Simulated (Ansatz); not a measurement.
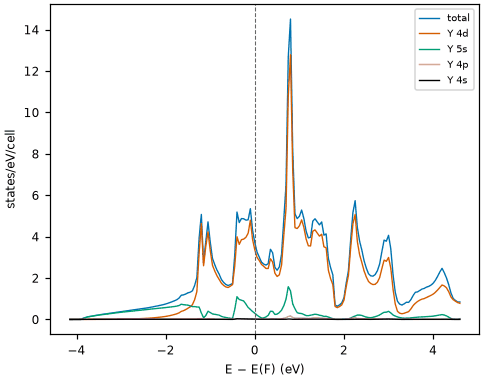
Figure. Total and projected density of states of Y (diamond, Fd-3m), r²SCAN in the plane-wave PAW code Ansatz

**Question.** Which orbitals carry the states next to the Fermi level?

**Answer.** Within 0.5 eV of the Fermi level: Y 4d 87 %, Y 5s 12 %. Projections are on Löwdin-orthogonalised atomic valence shells; empty p or d shells of many metals are not among them.

The start of the workflow was typed in or built on a structure type; neither database checked (COD, Materials Project) lists it. It is not the phase usual at ambient conditions (space group No. 194). The r²SCAN relaxation kept the symmetry of its start. At this level the phase is mechanically unstable. The run is not spin-polarised. The volume moved by -21 % from the start of the relaxation. Spin–orbit coupling is left out wherever it is not named.

Potentials: the earlier of the program's two PAW sets.
